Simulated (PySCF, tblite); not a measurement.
**C6H4F2N radical: geometry, infrared bands and EPR parameters**

What infrared bands and EPR parameters should C6H4F2N radical (`Nc1[c]c(F)ccc1F`) show?

Computed with tblite 0.8.0 and PySCF 2.14.0, with density-fitted response routines of our own, on a single molecule in the gas phase. Atoms are numbered from 0 throughout.

## Step 1: The starting structure

13 atoms, charge 0, multiplicity 2; geometry from: force field or distance geometry start.

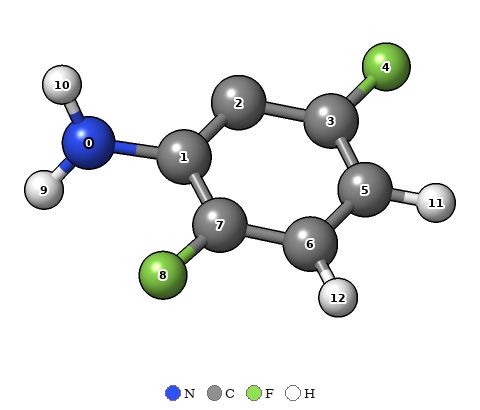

The starting geometry (nitrogen blue, carbon grey, fluorine green, hydrogen white), atoms numbered; sticks join atoms by distance.

## Step 2: Relaxing the molecule with GFN2-xTB

Job settings and geometry (Å):

```
{"job": {"kind": "relax", "xc": "GFN2-xTB", "basis": "xTB"}, "charge": 0, "multiplicity": 2}
N      2.356200    -0.328200     0.056600
C      0.912200    -0.264400     0.002800
C      0.143100    -1.404600    -0.074800
C     -1.259300    -1.254900    -0.125600
F     -2.035300    -2.389400    -0.199700
C     -1.833900    -0.011600    -0.067800
C     -1.064600     1.138300     0.021900
C      0.308800     0.969600     0.066300
F      1.115200     2.042100     0.151700
H      2.948000     0.075200    -0.688200
H      2.845100    -0.781400     0.856800
H     -2.908200     0.097000    -0.093400
H     -1.531800     2.112700     0.075600
```

Command:

```sh
OMP_NUM_THREADS=1 python probes_run.py task.json out
```

This one command runs all jobs of the session in turn.

The program printed:

```text
step      E/eV     max force
  0    -738.38540    3.502
  1    -738.59682    1.343
  2    -738.64429    0.535
  3    -738.66376    0.369
  4    -738.67636    0.351
  5    -738.69257    0.361
  6    -738.70271    0.336
  7    -738.71565    0.466
  8    -738.73411    0.556
  9    -738.75881    0.782
 10    -738.79297    0.832
 11    -738.84022    0.656
 12    -738.88735    0.782
 13    -738.93812    0.968
 14    -738.89649    2.446
 15    -738.99448    0.497
 16    -739.01297    0.337
 17    -739.03905    0.607
 18    -739.04863    0.342
 19    -739.06349    0.321
 20    -739.07057    0.264
 21    -739.07668    0.217
 22    -739.08227    0.157
 23    -739.08714    0.168
 24    -739.09037    0.138
 25    -739.09241    0.160
 26    -739.09402    0.118
 27    -739.09573    0.081
 28    -739.09675    0.099
 29    -739.09823    0.107
 30    -739.09901    0.078
 31    -739.09952    0.054
 32    -739.09985    0.046
 33    -739.10010    0.037
 34    -739.10034    0.037
 35    -739.10059    0.042
 36    -739.10080    0.032
 37    -739.10093    0.028
 38    -739.10102    0.024
 39    -739.10110    0.018
 40    -739.10115    0.013
 41    -739.10117    0.011
 42    -739.10118    0.011
 43    -739.10119    0.010
```

Wall time 0.21 s (1 thread of Arm Neoverse V2, shared host).

Along the way: (not every step is listed)

```tsv
step	energy from step 0 (eV)	largest force (eV/Å)
0	0.0000	3.5021
1	-0.2114	1.3427
2	-0.2589	0.5354
3	-0.2784	0.3694
4	-0.2910	0.3514
5	-0.3072	0.3607
6	-0.3173	0.3359
7	-0.3302	0.4661
8	-0.3487	0.5559
11	-0.4548	0.6560
14	-0.5111	2.4464
17	-0.6536	0.6070
20	-0.6852	0.2644
23	-0.7017	0.1682
26	-0.7086	0.1179
29	-0.7128	0.1075
32	-0.7144	0.0462
35	-0.7152	0.0416
38	-0.7156	0.0236
39	-0.7157	0.0179
40	-0.7157	0.0135
41	-0.7158	0.0114
42	-0.7158	0.0110
43	-0.7158	0.0099
```

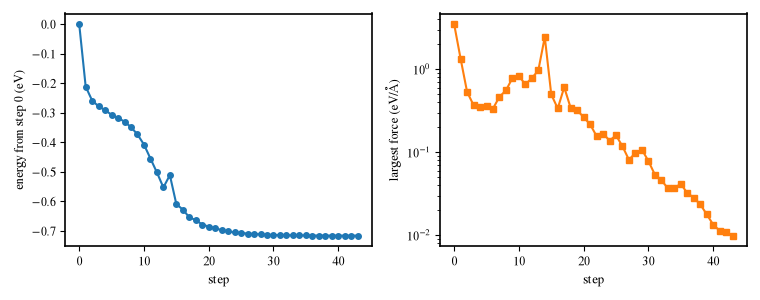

Energy and force, step by step.

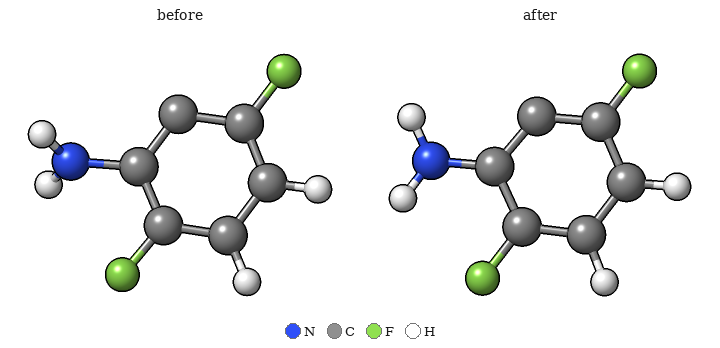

The geometry before (left) and after (right).

Distances of close pairs at the start and the end, largest changes first:

```tsv
bond	before (Å)	after (Å)	change (Å)
N0–C1	1.446	1.367	-0.079
C2–C3	1.411	1.360	-0.051
N0–H10	1.042	1.005	-0.036
C1–C7	1.375	1.411	+0.036
C3–F4	1.377	1.344	-0.033
N0–H9	1.033	1.007	-0.027
C3–C5	1.371	1.395	+0.024
C7–F8	1.345	1.358	+0.014
```

The next job starts from the end point, and lists it.

## Step 3: Vibrational analysis with GFN2-xTB

Job settings and geometry (Å):

```
{"job": {"kind": "ir", "xc": "GFN2-xTB", "basis": "xTB"}, "charge": 0, "multiplicity": 2}
N      2.340820    -0.353328    -0.048043
C      0.977174    -0.263057    -0.006828
C      0.129372    -1.345711    -0.004506
C     -1.228100    -1.267264    -0.022667
F     -2.003756    -2.364746    -0.014778
C     -1.839380    -0.013947    -0.057378
C     -1.042215     1.115499    -0.059239
C      0.328771     0.989676    -0.032676
F      1.110502     2.099992    -0.006012
H      2.859866     0.481757     0.167116
H      2.754979    -1.225060     0.233080
H     -2.914933     0.044798    -0.085536
H     -1.477487     2.101878    -0.080261
```

The program printed:

```text
mode    cm-1     km/mol
  1     128.4      5.73
  2     202.9      1.97
  3     263.4      8.70
  4     314.7      4.24
  5     326.2     12.50
  6     387.3     17.47
  7     397.0      1.35
  8     441.5     35.63
  9     464.6     33.47
 10     472.6    316.04
 11     534.1      3.68
 12     547.4      4.29
 13     602.4      4.27
 14     701.0     35.02
 15     772.9     39.85
 16     786.8      4.44
 17     866.7      7.47
 18     953.1     33.21
 19    1049.3     48.10
 20    1096.2    113.15
 21    1160.8     82.03
 22    1188.1     50.89
 23    1289.5     63.95
 24    1320.1     47.24
 25    1424.2     34.74
 26    1462.0     30.55
 27    1499.6    164.70
 28    1521.7    101.32
 29    1628.0    201.50
 30    3104.3      2.82
 31    3114.1      1.60
 32    3473.4     29.82
 33    3534.1     11.14
```

It took 0.31 s on 1 thread of Arm Neoverse V2, shared host.

The strongest bands and the atoms that carry them (share of the mass-weighted mode):

```tsv
cm⁻¹	km/mol	atoms
473	316.0	H9 31 %, H10 25 %, N0 16 %
1096	113.2	H11 25 %, C7 18 %, H12 14 %, H10 11 %
1161	82.0	H11 42 %, C7 29 %
1188	50.9	H12 43 %, C3 22 %
1290	64.0	C7 24 %, C3 24 %, C5 19 %, C1 11 %
1500	164.7	C6 21 %, C7 20 %, C1 14 %, C5 10 %
1522	101.3	C1 25 %, C5 23 %, C7 16 %
1628	201.5	C2 33 %, C1 18 %, C6 16 %, C3 14 %
```

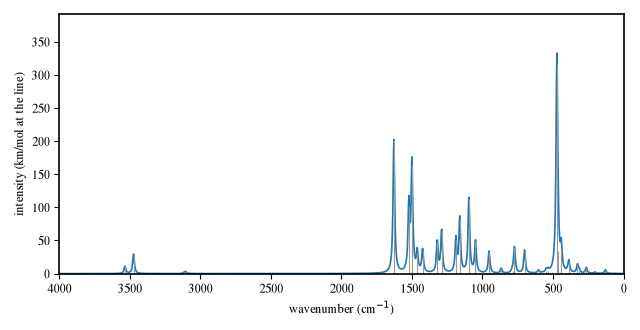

The infrared spectrum from these modes, unscaled. Lines are broadened to a width of 14 cm⁻¹ (Lorentzian).

## Step 4: g tensor and hyperfine couplings: B3LYP/pcH-1

Settings changed since step 3:

```diff
@@ -1,2 +1,2 @@
-{"job": {"kind": "ir", "xc": "GFN2-xTB", "basis": "xTB"}, "charge": 0, "multiplicity": 2}
+{"job": {"kind": "epr", "basis": "pcH-1"}, "charge": 0, "multiplicity": 2}
 N      2.340820    -0.353328    -0.048043
```

With the program's defaults for keys left out, this is: UKS B3LYP, pcH-1 on C F H N, non-relativistic, mean-field spin-orbit, GIAO.

The program printed:

```text
UKS, coarse grid
  cycle   1  E = -485.30663893  |g| = 4.92e-01
  cycle   2  E = -485.21876435  |g| = 7.31e-01
  cycle   3  E = -485.40280667  |g| = 9.36e-02
  cycle   4  E = -485.40739176  |g| = 6.65e-02
  cycle   5  E = -485.41046445  |g| = 2.22e-02
  cycle   6  E = -485.41121048  |g| = 1.18e-02
  cycle   7  E = -485.41160445  |g| = 6.02e-03
  cycle   8  E = -485.41168990  |g| = 3.48e-03
  cycle   9  E = -485.41173766  |g| = 1.41e-03
  cycle  10  E = -485.41174707  |g| = 1.50e-03
  cycle  11  E = -485.41174955  |g| = 5.18e-04
UKS, final grid
  cycle   1  E = -485.41183997  |g| = 7.20e-04
  cycle   2  E = -485.41183948  |g| = 1.32e-03
  cycle   3  E = -485.41184042  |g| = 1.37e-04
  cycle   4  E = -485.41184046  |g| = 1.05e-04
  cycle   5  E = -485.41184050  |g| = 5.26e-05
  cycle   6  E = -485.41184051  |g| = 1.17e-05
E = -485.41184051 Eh   <S^2> = 0.7573 (exact 0.7500)
g shifts (ppm)      1          2          3
  rmc          -165       -165       -165
  gc             20         24         32
  oz_so        -369         80        348
  total        -515        -61        215
hyperfine (MHz)  atom isotope    a_iso     a_fc   dipolar eigenvalues
    0   14N       9.91       9.91     -1.76     -0.43      2.19
    1   13C      -4.22      -4.22    -12.71     -2.78     15.49
    2   13C     382.46     382.46    -79.07    -61.45    140.52
    3   13C     -19.96     -19.96    -15.66     -5.25     20.91
    4   19F      60.84      60.84    -43.81    -16.01     59.82
    5   13C      33.52      33.52     -5.11     -1.02      6.13
    6   13C      -4.58      -4.58     -5.99      2.24      3.75
    7   13C      56.43      56.43     -4.27     -0.92      5.19
    8   19F      38.90      38.90    -31.95    -17.93     49.88
    9    1H      -0.57      -0.57     -2.61     -1.48      4.10
   10    1H      -0.44      -0.44     -5.22     -3.70      8.92
   11    1H      31.40      31.40     -2.65     -2.08      4.73
   12    1H       0.68       0.68     -1.56      0.23      1.33
```

It took 75 s on 1 thread of Arm Neoverse V2, shared host; peak memory 0.97 GiB.

Principal g values 2.00180, 2.00226, 2.00253; g(iso) = 2.00220, against 2.00232 for a free electron.

Mean a(iso) over the nuclei that a row names, and the largest dipolar term of the row (other rows stand at the frozen geometry):

```tsv
nuclei	isotope	a(iso) (MHz)	a(iso) (G, at g = 2.0023)	largest dipolar term (MHz)
C2	13C	382.5	136.5	140.5
F4	19F	60.8	21.7	59.8
C7	13C	56.4	20.1	5.2
F8	19F	38.9	13.9	49.9
C5	13C	33.5	12.0	6.1
H11	1H	31.4	11.2	4.7
C3	13C	-20.0	-7.1	20.9
N0	14N	9.9	3.5	2.2
C6	13C	-4.6	-1.6	-6.0
C1	13C	-4.2	-1.5	15.5
H12	1H	0.7	0.2	-1.6
H9, H10	1H	-0.5	-0.2	8.9
```

Mulliken spin populations:

N0 0.00; C1 -0.08; C2 1.02; C3 -0.05; F4 0.01; C5 0.04; C6 -0.03; C7 0.05; F8 0.01; H9 0.00; H10 0.01; H11 0.01; H12 0.00

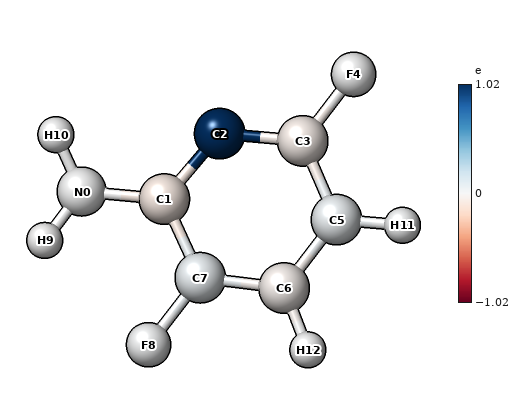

Mulliken spin populations, as colours on the atoms.

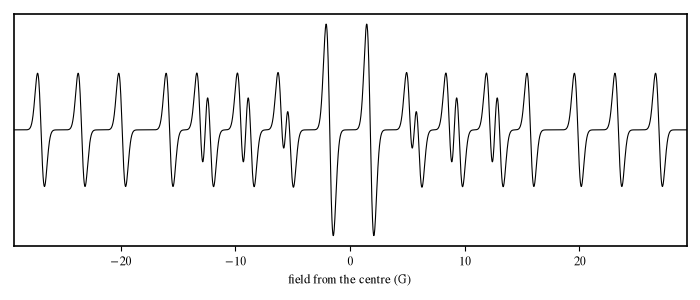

First-order isotropic spectrum (first derivative, main isotopes with spin only, couplings over 0.8 MHz, Gaussian width 0.3 G; couplings of the frozen geometry, rotation of groups not averaged beyond the rows shown).

Orbitals, density, ELF and potential are computed afterwards from the orbital file.

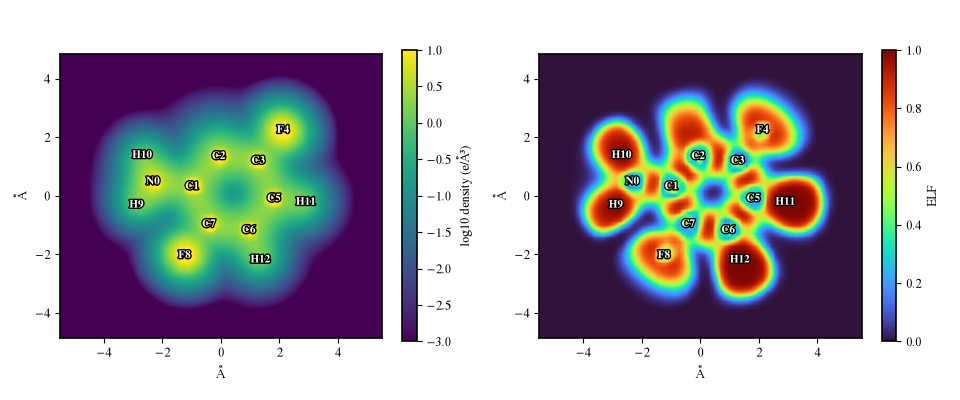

Density (left) and ELF (right) in a plane through or near 13 of the atoms.

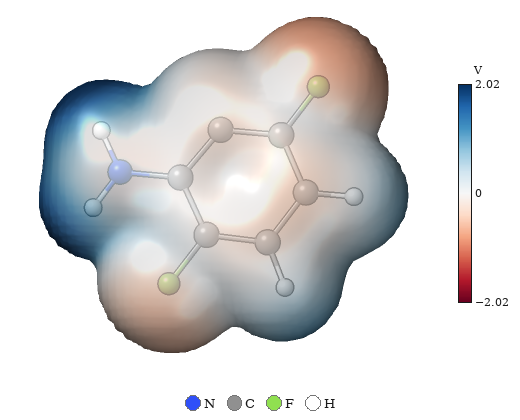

Electrostatic potential on the surface of density 0.002 e/bohr³; red is low, blue high. It runs from -0.82 V near F4 to 2.02 V near H10.

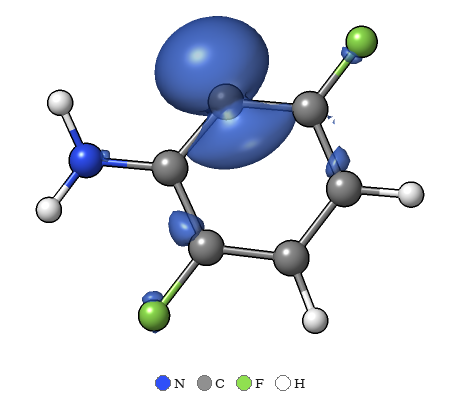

Spin density at ±0.05 e/Å³ (alpha excess blue, beta excess red).

## Step 5: Results

| quantity | value |
| --- | --- |
| strongest single infrared mode (GFN2-xTB) | 473 cm⁻¹, 316 km/mol |
| zero-point energy (GFN2-xTB) | 52.9 kcal/mol |
| g(iso) (B3LYP) | 2.00220 |
| ⟨S²⟩ | 0.757 (exact 0.75) |
| largest a(iso) (averaged by class) | 13C on C2, 382.5 MHz |
| potential on the surface of density 0.002 e/bohr³, 1st and 99th percentile | -0.82 V and 2.02 V |

Over 43 steps the energy fell by 0.716 eV; of the close pairs, N0–C1 changed most, 1.446 to 1.367 Å. All 33 modes are real, so the xTB geometry is a minimum. The strongest single mode, at 473 cm⁻¹, is carried by H9, H10, N0. Unscaled tight-binding wavenumbers are off by several per cent, some by more. Its intensities can rank the bands wrongly. Most of the unpaired spin sits on C2 (1.02 e). The isotropic g lies 0.1 ppt below the free-electron value. The conformer search found further structures of the same energy, which may be mirror or relabelled copies of this one.
